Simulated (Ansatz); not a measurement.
# CH3BSi (SMILES B1=C[SiH2]1): single points off equilibrium

Aim: energy, forces and dipole at a frame of a short trajectory, from CCSD(T) and from density functionals.

Computed with Ansatz 0.2.0, Gaussian basis. Level: single points in def2-TZVPP.

Cores are frozen in the correlated methods.

## 1. Where the work starts

SMILES `B1=C[SiH2]1`, 6 atoms, charge 0, spin multiplicity 1.

Atoms are counted from 1 here; the program's logs count them from 0.

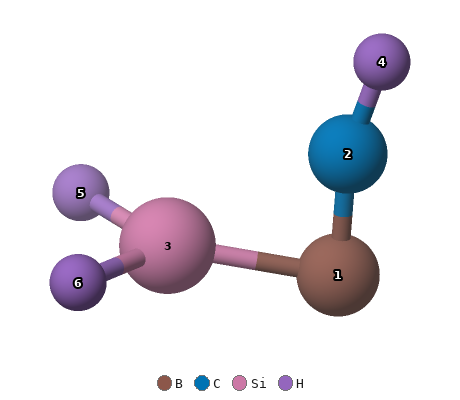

The starting geometry (boron brown, carbon blue, silicon pink, hydrogen purple); atoms are numbered from 1 in the order of the file.

As a file:

```xyz
6

B    -1.2612   -0.6002   -0.0297
C    -0.0842   -1.3222    0.0253
Si   -0.1345    0.8395   -0.0212
H     0.6750   -2.1170    0.0474
H     0.4141    1.5642   -1.2158
H     0.3271    1.6780    1.1544
```

## 2. PBE-D4/def2-TZVPP

run/in.yaml

```yaml
crystal:
  periodic: [false, false, false]
  atoms:
    - {symbol: B, position_ang: [-1.261162, -0.600238, -0.029675]}
    - {symbol: C, position_ang: [-0.084238, -1.322211, 0.025270]}
    - {symbol: Si, position_ang: [-0.134460, 0.839475, -0.021200]}
    - {symbol: H, position_ang: [0.675029, -2.117023, 0.047437]}
    - {symbol: H, position_ang: [0.414062, 1.564201, -1.215802]}
    - {symbol: H, position_ang: [0.327088, 1.678036, 1.154353]}
basis:
  gaussian: {orbitals: def2-TZVPP}
hamiltonian: {xc: pbe, dispersion: d4}
output: {forces: true}
```

On the command line:

```console
ansatz run in.yaml --threads 2 --pin off --events-out ev --progress --plain --max-ram 3481MiB
```

## 3. r2SCAN-D4/def2-TZVPP

run/in.yaml, as its differences from that of step 2:

```diff
@@ -11,3 +11,3 @@
   gaussian: {orbitals: def2-TZVPP}
-hamiltonian: {xc: pbe, dispersion: d4}
+hamiltonian: {xc: r2scan, dispersion: d4}
 output: {forces: true}
```

## 4. PBE0-D4/def2-TZVPP

run/in.yaml, as its differences from that of step 3:

```diff
@@ -11,3 +11,3 @@
   gaussian: {orbitals: def2-TZVPP}
-hamiltonian: {xc: r2scan, dispersion: d4}
-output: {forces: true}
+hamiltonian: {xc: pbe0, dispersion: d4}
+output: {forces: true, orbitals: {seedname: orbitals}}
```

## 5. wB97M-V/def2-TZVPP

run/in.yaml, as its differences from that of step 4:

```diff
@@ -11,3 +11,3 @@
   gaussian: {orbitals: def2-TZVPP}
-hamiltonian: {xc: pbe0, dispersion: d4}
-output: {forces: true, orbitals: {seedname: orbitals}}
+hamiltonian: {xc: {name: wB97M-V}}
+output: {forces: true}
```

## 6. CCSD(T)/def2-TZVPP

run/in.yaml, as its differences from that of step 5:

```diff
@@ -11,3 +11,3 @@
   gaussian: {orbitals: def2-TZVPP}
-hamiltonian: {xc: {name: wB97M-V}}
+correlation: {method: ccsd_t}
 output: {forces: true}
```

(Steps that only read results are left out.)

Before running it: what results should come out? Wanted: energy less free atoms, CCSD(T)/def2-TZVPP; RMS force component; RMS force error; HOMO and LUMO, PBE0-D4; T1 diagnostic.

As calculated:

```
                                  quantity                                                             value
energy less free atoms, CCSD(T)/def2-TZVPP                                                   -459.8 kcal/mol
                       RMS force component                              0.425 to 0.680 eV/Å over the methods
                           RMS force error  PBE-D4 0.181, r2SCAN-D4 0.236, PBE0-D4 0.304, wB97M-V 0.369 eV/Å
                    HOMO and LUMO, PBE0-D4                                                -7.05 and -2.48 eV
                             T1 diagnostic                                                             0.016
```

What this shows: Against CCSD(T) the functionals' energies less atoms differ by -26.4 to -14.4 kcal/mol, PBE-D4 by -26.4 kcal/mol. The reference is not at the basis limit: in triple zeta CCSD(T) underbinds, which counts against methods that bind more; the gaps are no ranking. The forces of PBE-D4 come nearest to CCSD(T), those of wB97M-V are farthest. Frozen-core CCSD(T) forces in triple zeta carry basis errors of their own, and this is one geometry, so small gaps rank nothing. The restricted Hartree–Fock reference is unstable towards an unrestricted one at one or more of these structures.
